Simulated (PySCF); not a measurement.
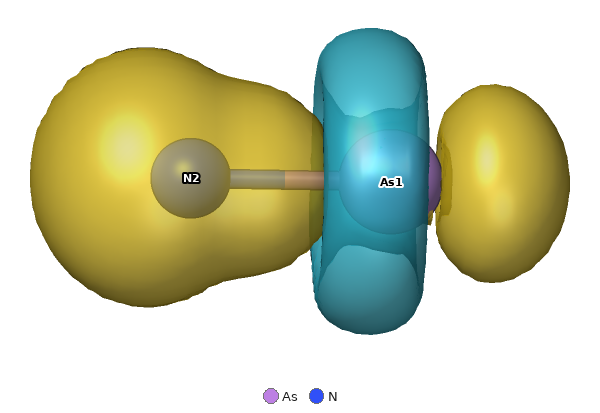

Figure 1: AsN (charge +1, doublet). Isosurfaces of the spin density (α minus β) at +0.03 (yellow) and −0.03 e/Å³ (cyan), seen from one side.

⟨S²⟩ = 0.83, above the pure value of 0.75.

The calculation used PBE0/def2-TZVPPD, non-relativistic Hamiltonian with scalar-relativistic core potentials where named, at a bond length of 1.606 Å (PySCF).

Question: Where is the unpaired spin?

Answer: The unpaired spin (1 electron) lies mostly on N2 (about 1.0), in electrons by Hirshfeld's partition.
